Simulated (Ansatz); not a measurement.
# AlH₄+ (singlet): correlated methods under varied settings at distance H2–H3 = 0.770 Å

What do other methods and options give for AlH₄+ (singlet) at this geometry, and how long do they take?

The runs use Ansatz 0.2.0, Gaussian basis; the settings change from run to run.

52 further runs of the same task are left out: 33 for a known fault of the program, 1 for a mislabelled method, 13 that didn't finish, 5 set aside as unsound or not needed.

### Step 1. The geometry

The geometry derives from a PBE0/def2-TZVP stationary point (not a proven minimum). One bond is set to the value named and the two fragments are kept rigid.

5 atoms, charge 1, spin multiplicity 1.

Atoms are counted from 1 here; the program's logs count them from 0.

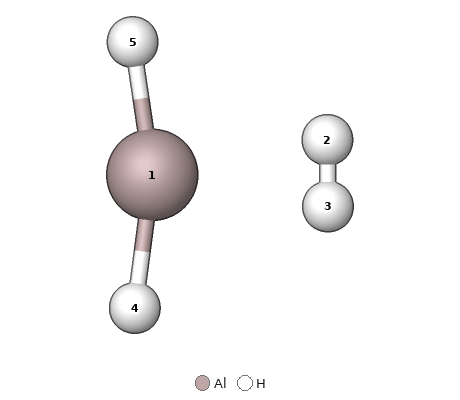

The geometry (aluminium light grey, hydrogen white); atoms are numbered from 1 in the order of the file.

Coordinates:

```xyz
5

Al    0.0000    0.0000   -0.1186
H     0.0000   -0.3848    1.9224
H     0.0000    0.3848    1.9224
H     0.0000    1.5369   -0.3348
H     0.0000   -1.5369   -0.3348
```

### Step 2. CCSDT(Q) on UHF/6-31G*

Input file in.yaml:

```yaml
crystal:
  periodic: [false, false, false]
  atoms:
    - {symbol: Al, position_ang: [0.000000, 0.000000, -0.118619]}
    - {symbol: H, position_ang: [0.000000, -0.384792, 1.922431]}
    - {symbol: H, position_ang: [0.000000, 0.384794, 1.922430]}
    - {symbol: H, position_ang: [0.000000, 1.536935, -0.334772]}
    - {symbol: H, position_ang: [0.000000, -1.536935, -0.334770]}
basis:
  gaussian: {orbitals: "6-31G*"}
total_charge: 1
magnetization: {spin_polarized: true, initial_magnetization: 0}
correlation: {method: ccsdt_q, electrons: outside_noble_gas, diis_vectors: 12}
scf: {lower_state_search: off}
```

Command:

```bash
> ansatz run in.yaml --threads 1 --pin off --events-out ev --progress --plain --max-ram 2393MiB
```

The program printed, cut to the lines that bear on the results:

```text
Functional definition: HF
  name "HF"
  cite "Fock, Z. Phys. 61, 126 (1930) doi:10.1007/BF01340294"
  parent pbe
[...]
506 factors; integrals over basis functions are off by at most 1.8e-7 eV
[...]
mean field -6636.68314679 eV, -243.8936071392 hartree, gradient 9.6e-6 eV, S^2 0.000000; 0 other end points of the search recorded, 0 dependent functions left out
5 core orbitals not correlated: weight in the atoms' cores, before any rotation towards them, 1.000 or more for the frozen orbitals, at most 0.000 for the correlated occupied ones
reference -6636.68314679 eV, -243.8936071392 hartree; 3, 3 occupied and 19, 19 virtual orbitals, 506 factors
second order -1.56663207 eV of doubles, -0.00000000 eV of singles
cycle   1  -1.95897086 eV  change   -3.9e-1 eV  update   5.2e-2
[...]
cycle  12  -2.17422361 eV  change    7.5e-8 eV  update   1.5e-7
perturbative correction -0.00058166 eV, -0.0000213756 hartree
Total energy: -6638.85795206 eV, -243.9735297588 hartree
Checks for a lower state left out: stability, starts, cluster_reference, orbital_swaps, neighbouring_geometries, increment
```

Run time: 2.6 s. Hardware: 1 thread of Arm Neoverse V1, shared host.

From the report: ⟨S²⟩ of the determinant 0.000 (pure singlet: 0.00); correlation -2.1748 eV; T1 0.012; largest double amplitude 0.07.

### Step 3. CCSD(T)/6-31G*

Edit in.yaml of step 2 so:

```diff
@@ -12,3 +12,3 @@
 magnetization: {spin_polarized: true, initial_magnetization: 0}
-correlation: {method: ccsdt_q, electrons: outside_noble_gas, diis_vectors: 12}
-scf: {lower_state_search: off}
+hamiltonian: {xc: {name: PBE0}}
+correlation: {method: ccsd_t, electrons: outside_noble_gas}
```

Same command.

The program printed, cut to the lines that bear on the results:

```text
Functional definition: PBE0
  name "PBE0"
  cite "Adamo & Barone, J. Chem. Phys. 110, 6158 (1999) doi:10.1063/1.478522"
  cite "Perdew, Burke & Ernzerhof, Phys. Rev. Lett. 77, 3865 (1996) doi:10.1103/PhysRevLett.77.3865"
  parent pbe
[...]
293 factors; integrals over basis functions are off by at most 1.1e-3 eV
[...]
mean field -6648.68654059 eV, -244.3347237250 hartree, gradient 1.5e-6 eV, S^2 0.000000; 0 other end points of the search recorded, 0 dependent functions left out
5 core orbitals not correlated: weight in the atoms' cores, before any rotation towards them, 1.000 or more for the frozen orbitals, at most 0.000 for the correlated occupied ones
reference -6636.53813068 eV, -243.8882778954 hartree; 3, 3 occupied and 19, 19 virtual orbitals, 293 factors
second order -1.64045724 eV of doubles, -0.07882105 eV of singles
cycle   1  -2.08943474 eV  change   -3.7e-1 eV  update   4.6e-2
[...]
cycle   8  -2.25159123 eV  change   -6.5e-6 eV  update   7.1e-6
perturbative correction -0.02170489 eV, -0.0007976402 hartree
Total energy: -6638.81142681 eV, -243.9718199871 hartree
```

It took 0.9 s on 1 thread of Arm Neoverse V1, shared host.

From the report: ⟨S²⟩ of the determinant 0.000 (pure singlet: 0.00); correlation -2.2733 eV; T1 0.013; largest double amplitude 0.07. The orbitals are Kohn-Sham ones, so correlation energy and T1 don't compare with those on Hartree-Fock orbitals.

### Step 4. MP2 on UHF/6-31G

Edit in.yaml of step 3 so:

```diff
@@ -9,6 +9,6 @@
 basis:
-  gaussian: {orbitals: "6-31G*"}
+  gaussian: {orbitals: 6-31G, fitting: {mean_field: def2-universal-jkfit}}
 total_charge: 1
 magnetization: {spin_polarized: true, initial_magnetization: 0}
-hamiltonian: {xc: {name: PBE0}}
-correlation: {method: ccsd_t, electrons: outside_noble_gas}
+correlation: {method: mp2, electrons: all}
+output: {forces: true}
```

Launched as before.

The program printed, cut to the lines that bear on the results:

```text
Functional definition: HF
  name "HF"
  cite "Fock, Z. Phys. 61, 126 (1930) doi:10.1007/BF01340294"
  parent pbe
[...]
200 factors; integrals over basis functions are off by at most 9.1e-2 eV
[...]
mean field -6636.05266606 eV, -243.8704373997 hartree, gradient 2.2e-6 eV, S^2 0.000000; 0 other end points of the search recorded, 0 dependent functions left out
reference -6636.05266606 eV, -243.8704373997 hartree; 8, 8 occupied and 13, 13 virtual orbitals, 200 factors
second order -1.40042066 eV of doubles, -0.00000000 eV of singles
[...]
Total energy: -6637.45308672 eV, -243.9219019096 hartree
Atom 0 at     0.000000     0.000000    -0.118619 Å, force    -0.000000     0.000000    -0.605060 eV/Å
Atom 1 at     0.000000    -0.384792     1.922431 Å, force    -0.000000     0.704217     0.298819 eV/Å
Atom 2 at     0.000000     0.384794     1.922430 Å, force    -0.000000    -0.704217     0.298819 eV/Å
Atom 3 at     0.000000     1.536935    -0.334772 Å, force     0.000000     0.242073     0.003711 eV/Å
Atom 4 at     0.000000    -1.536935    -0.334770 Å, force     0.000000    -0.242073     0.003711 eV/Å
Dipole moment:     0.000000     0.000000     0.135057 e Å
```

Wall time 0.12 s (1 thread of Arm Neoverse V1, shared host).

From the report: ⟨S²⟩ of the determinant 0.000 (pure singlet: 0.00).

### Step 5. BCCD(T)/def2-TZVP

Edit in.yaml of step 4 so:

```diff
@@ -9,6 +9,6 @@
 basis:
-  gaussian: {orbitals: 6-31G, fitting: {mean_field: def2-universal-jkfit}}
+  gaussian: {orbitals: def2-TZVP}
 total_charge: 1
 magnetization: {spin_polarized: true, initial_magnetization: 0}
-correlation: {method: mp2, electrons: all}
-output: {forces: true}
+hamiltonian: {xc: {name: B3LYP}}
+correlation: {method: bccd_t, electrons: outside_noble_gas, diis_vectors: 12}
```

Launched as before.

The program printed, cut to the lines that bear on the results:

```text
Functional definition: B3LYP
  name "B3LYP"
  cite "Stephens, Devlin, Chabalowski & Frisch, J. Phys. Chem. 98, 11623 (1994) doi:10.1021/j100096a001"
  cite "Becke, Phys. Rev. A 38, 3098 (1988) doi:10.1103/PhysRevA.38.3098"
  cite "Lee, Yang & Parr, Phys. Rev. B 37, 785 (1988) doi:10.1103/PhysRevB.37.785"
  cite "Vosko, Wilk & Nusair, Can. J. Phys. 58, 1200 (1980) doi:10.1139/p80-159"
[...]
426 factors; integrals over basis functions are off by at most 1.4e-3 eV
[...]
mean field -6653.73501479 eV, -244.5202517298 hartree, gradient 6.7e-6 eV, S^2 0.000000; 0 other end points of the search recorded, 0 dependent functions left out
5 core orbitals not correlated: weight in the atoms' cores, before any rotation towards them, 1.000 or more for the frozen orbitals, at most 0.000 for the correlated occupied ones
reference -6637.27576399 eV, -243.9153854194 hartree; 3, 3 occupied and 53, 53 virtual orbitals, 426 factors
second order -2.45222896 eV of doubles, -0.13336187 eV of singles
cycle   1  -3.04720740 eV  change   -4.6e-1 eV  update   4.9e-2
[...]
cycle   8  -3.23499607 eV  change   -4.9e-6 eV  update   7.2e-6
perturbative correction -0.03039262 eV, -0.0011169080 hartree
Total energy: -6640.54115267 eV, -244.0353862402 hartree
```

Wall time 2.4 s (1 thread of Arm Neoverse V1, shared host).

From the report: ⟨S²⟩ of the determinant 0.000 (pure singlet: 0.00); correlation -3.2654 eV; largest double amplitude 0.05.

### Step 6. NEVPT4(SD)(6,5)/cc-pVDZ

Edit in.yaml of step 5 so:

```diff
@@ -9,6 +9,5 @@
 basis:
-  gaussian: {orbitals: def2-TZVP}
+  gaussian: {orbitals: cc-pVDZ}
 total_charge: 1
-magnetization: {spin_polarized: true, initial_magnetization: 0}
-hamiltonian: {xc: {name: B3LYP}}
-correlation: {method: bccd_t, electrons: outside_noble_gas, diis_vectors: 12}
+correlation: {method: fic_nevpt4_sd, electrons: outside_noble_gas, active_space: {window: {electrons: 6, orbitals: 5}}}
+scf: {lower_state_search: full}
```

Launched as before.

The program printed, cut to the lines that bear on the results:

```text
Functional definition: HF
  name "HF"
  cite "Fock, Z. Phys. 61, 126 (1930) doi:10.1007/BF01340294"
  parent pbe
[...]
350 factors; integrals over basis functions are off by at most 1.6e-3 eV
[...]
mean field -6637.32159070 eV, -243.9170695201 hartree, gradient 5.6e-7 eV, S^2 0.000000; 0 other end points of the search recorded, 0 dependent functions left out
reference -6637.32159070 eV, -243.9170695201 hartree; 8, 8 occupied and 30, 30 virtual orbitals, 350 factors
state -6638.22602057 eV, -243.9503067047 hartree
state -6638.22602057 eV, -243.9503067047 hartree; corrected -6640.06202924 eV, -244.0177787788 hartree
state -6638.16216301 eV, -243.9479599827 hartree
state -6638.16216301 eV, -243.9479599827 hartree; corrected -6640.07828623 eV, -244.0183762121 hartree
state -6638.16216301 eV, -243.9479599827 hartree; corrected -6640.07828623 eV, -244.0183762121 hartree
the orbitals are reached from a further start. From the first start the search ends at -6638.22601608 eV, -243.9503065398 hartree
WARN: the results are in doubt because another end's mean lies 0.064 eV lower, and its corrected mean 0.016 eV higher
Total energy: -6640.07828623 eV, -244.0183762121 hartree
In doubt: another end's mean lies 0.064 eV lower, and its corrected mean 0.016 eV higher
```

Run time: 0.87 s. Hardware: 1 thread of Arm Neoverse V1, shared host.

From the report: 52 determinants; active occupations 2.00, 1.98, 1.97, 0.04, 0.02. The program marks this result as in doubt; its last lines say why.

### Step 7. CISD/cc-pVDZ

Edit in.yaml of step 6 so:

```diff
@@ -11,3 +11,3 @@
 total_charge: 1
-correlation: {method: fic_nevpt4_sd, electrons: outside_noble_gas, active_space: {window: {electrons: 6, orbitals: 5}}}
-scf: {lower_state_search: full}
+correlation: {active_space: {ras: {orbitals: [3, 0, 30], electrons: 6, max_holes: 2, max_particles: 2}, fixed_orbitals: true}}
+accuracy: high
```

The command is unchanged.

The program printed:

```text
Functional definition: HF
  name "HF"
  cite "Fock, Z. Phys. 61, 126 (1930) doi:10.1007/BF01340294"
  parent pbe
  exchange = exact_x
  correlation = 0
815 factors; integrals over basis functions are off by at most 3.5e-9 eV
mean field evaluation 1: about -6636.8843 eV, gradient 8.4e0 eV
mean field evaluation 2: about -6636.8831 eV, gradient 8.4e0 eV
mean field evaluation 4: about -6637.3217 eV, gradient 1.7e-1 eV
mean field evaluation 8: about -6637.3216 eV, gradient 2.5e-4 eV
mean field -6637.32161269 eV, -243.9170703281 hartree, gradient 1.0e-8 eV, S^2 0.000000; 0 other end points of the search recorded, 0 dependent functions left out
reference -6637.32161269 eV, -243.9170703281 hartree; 8, 8 occupied and 30, 30 virtual orbitals, 815 factors
state -6640.07867828 eV, -244.0183906196 hartree
Total energy: -6640.07867828 eV, -244.0183906196 hartree
```

Run time: 0.9 s. Hardware: 1 thread of Arm Neoverse V1, shared host.

From the report: 3,327 determinants.

### Step 8. BCCD(T) on RHF/cc-pVDZ

Edit in.yaml of step 7 so:

```diff
@@ -11,3 +11,4 @@
 total_charge: 1
-correlation: {active_space: {ras: {orbitals: [3, 0, 30], electrons: 6, max_holes: 2, max_particles: 2}, fixed_orbitals: true}}
+magnetization: {spin_polarized: false}
+correlation: {method: bccd_t, electrons: outside_noble_gas}
 accuracy: high
```

The command is unchanged.

The program printed, cut to the lines that bear on the results:

```text
Functional definition: HF
  name "HF"
  cite "Fock, Z. Phys. 61, 126 (1930) doi:10.1007/BF01340294"
  parent pbe
[...]
815 factors; integrals over basis functions are off by at most 3.5e-9 eV
[...]
mean field -6637.32161269 eV, -243.9170703281 hartree, gradient 1.0e-8 eV, S^2 0.000000; 0 other end points of the search recorded, 0 dependent functions left out
5 core orbitals not correlated: weight in the atoms' cores, before any rotation towards them, 1.000 or more for the frozen orbitals, at most 0.000 for the correlated occupied ones
reference -6637.32161269 eV, -243.9170703281 hartree; 3, 3 occupied and 30, 30 virtual orbitals, 815 factors
second order -2.16838894 eV of doubles, -0.00000000 eV of singles
cycle   1  -2.66132406 eV  change   -4.9e-1 eV  update   5.1e-2
[...]
cycle  18  -2.85889727 eV  change   4.8e-10 eV  update  2.6e-10
perturbative correction -0.02466383 eV, -0.0009063789 hartree
Total energy: -6640.20517378 eV, -244.0230392437 hartree
```

Run time: 0.72 s. Hardware: 1 thread of Arm Neoverse V1, shared host.

From the report: correlation -2.8836 eV; largest double amplitude 0.06.

### Step 9. CCSDT/cc-pVDZ

Edit in.yaml of step 8 so:

```diff
@@ -12,3 +12,3 @@
 magnetization: {spin_polarized: false}
-correlation: {method: bccd_t, electrons: outside_noble_gas}
-accuracy: high
+hamiltonian: {xc: {name: PBE0}}
+correlation: {method: ccsdt, electrons: outside_noble_gas}
```

Launched as before.

The program printed, cut to the lines that bear on the results:

```text
Functional definition: PBE0
  name "PBE0"
  cite "Adamo & Barone, J. Chem. Phys. 110, 6158 (1999) doi:10.1063/1.478522"
  cite "Perdew, Burke & Ernzerhof, Phys. Rev. Lett. 77, 3865 (1996) doi:10.1103/PhysRevLett.77.3865"
  parent pbe
[...]
703 factors; integrals over basis functions are off by at most 2.2e-7 eV
[...]
mean field -6649.19644282 eV, -244.3534622863 hartree, gradient 4.0e-6 eV, S^2 0.000000; 0 other end points of the search recorded, 0 dependent functions left out
5 core orbitals not correlated: weight in the atoms' cores, before any rotation towards them, 1.000 or more for the frozen orbitals, at most 0.000 for the correlated occupied ones
reference -6637.17968294 eV, -243.9118545061 hartree; 3, 3 occupied and 30, 30 virtual orbitals, 703 factors
second order -2.22864878 eV of doubles, -0.08056773 eV of singles
cycle   1  -2.78286420 eV  change   -4.8e-1 eV  update   5.0e-2
[...]
cycle  11  -3.00054984 eV  change    2.4e-7 eV  update   7.4e-7
Total energy: -6640.18023278 eV, -244.0221226787 hartree
```

Run time: 1.3 s. Hardware: 1 thread of Arm Neoverse V1, shared host.

From the report: correlation -3.0005 eV; T1 0.016; largest double amplitude 0.07. The orbitals are Kohn-Sham ones, so correlation energy and T1 don't compare with those on Hartree-Fock orbitals.

### Step 10. CCSDT(Q) on RHF/cc-pVDZ

Edit in.yaml of step 9 so:

```diff
@@ -12,3 +12,4 @@
 magnetization: {spin_polarized: false}
-hamiltonian: {xc: {name: PBE0}}
-correlation: {method: ccsdt, electrons: outside_noble_gas}
+correlation: {method: ccsdt_q, electrons: outside_noble_gas}
+scf: {lower_state_search: off}
+output: {forces: true}
```

Launched as before.

The program printed, cut to the lines that bear on the results:

```text
Functional definition: HF
  name "HF"
  cite "Fock, Z. Phys. 61, 126 (1930) doi:10.1007/BF01340294"
  parent pbe
[...]
703 factors; integrals over basis functions are off by at most 2.2e-7 eV
[...]
mean field -6637.32161268 eV, -243.9170703278 hartree, gradient 5.4e-7 eV, S^2 0.000000; 0 other end points of the search recorded, 0 dependent functions left out
5 core orbitals not correlated: weight in the atoms' cores, before any rotation towards them, 1.000 or more for the frozen orbitals, at most 0.000 for the correlated occupied ones
reference -6637.32161268 eV, -243.9170703278 hartree; 3, 3 occupied and 30, 30 virtual orbitals, 703 factors
second order -2.16838892 eV of doubles, -0.00000000 eV of singles
cycle   1  -2.65813600 eV  change   -4.9e-1 eV  update   5.3e-2
[...]
cycle  12  -2.89153804 eV  change   -1.4e-7 eV  update   1.9e-7
perturbative correction -0.00066245 eV, -0.0000243446 hartree
[...]
Total energy: -6640.21381317 eV, -244.0233567355 hartree
Atom 0 at     0.000000     0.000000    -0.118619 Å, force     0.000000    -0.000000    -0.096734 eV/Å
Atom 1 at     0.000000    -0.384792     1.922431 Å, force     0.000000    -0.224056     0.076551 eV/Å
Atom 2 at     0.000000     0.384794     1.922430 Å, force    -0.000000     0.224056     0.076551 eV/Å
Atom 3 at     0.000000     1.536935    -0.334772 Å, force    -0.000000     0.028594    -0.028183 eV/Å
Atom 4 at     0.000000    -1.536935    -0.334770 Å, force    -0.000000    -0.028594    -0.028183 eV/Å
Dipole moment:    -0.000000     0.000000     0.215566 e Å
Checks for a lower state left out: starts, cluster_reference, orbital_swaps, neighbouring_geometries, increment
```

Wall time 9 s (1 thread of Arm Neoverse V1, shared host); peak memory 0.25 GiB.

From the report: correlation -2.8922 eV; T1 0.009; largest double amplitude 0.07.

### Step 11. All runs side by side

Where basis and cores are those of an earlier FCI/cc-pVDZ run (-6640.2141 eV), and the state is the same kind, the miss against it is given. † marks a result that the program doubts.

```tsv
level	correlated	functions	energy (eV)	from FCI (meV)	time
CCSDT(Q) on UHF/6-31G*	outside noble gas	27	-6638.8580		2.6 s
CCSD(T)/6-31G* (on PBE0 orbitals)	outside noble gas	27	-6638.8114		0.9 s
MP2 on UHF/6-31G	all	21	-6637.4531		0.12 s
BCCD(T)/def2-TZVP (on B3LYP orbitals)	outside noble gas	61	-6640.5412		2.4 s
NEVPT4(SD)(6,5)/cc-pVDZ †	outside noble gas	38	-6640.0783	135.8	0.87 s
CISD/cc-pVDZ	outside noble gas	38	-6640.0787	135.4	0.9 s
BCCD(T) on RHF/cc-pVDZ	outside noble gas	38	-6640.2052	8.9	0.72 s
CCSDT/cc-pVDZ (on PBE0 orbitals)	outside noble gas	38	-6640.1802	33.8	1.3 s
CCSDT(Q) on RHF/cc-pVDZ	outside noble gas	38	-6640.2138	0.2	9 s
```

### Step 12. Results

| quantity | value |
| --- | --- |
| runs | 9 |
| quickest | MP2 on UHF/6-31G, 0.12 s |
| slowest | CCSDT(Q) on RHF/cc-pVDZ, 9 s |

Total energies in different bases, with other cores or another treatment of relativity can't be set against each other. CCSDT(Q) on RHF/cc-pVDZ took 75 times as long as MP2 on UHF/6-31G; the jobs differ in more than the method. Among the correlated runs with a miss given, it spans +0 to +136 meV. Cores frozen from Kohn-Sham orbitals shift the total energy.
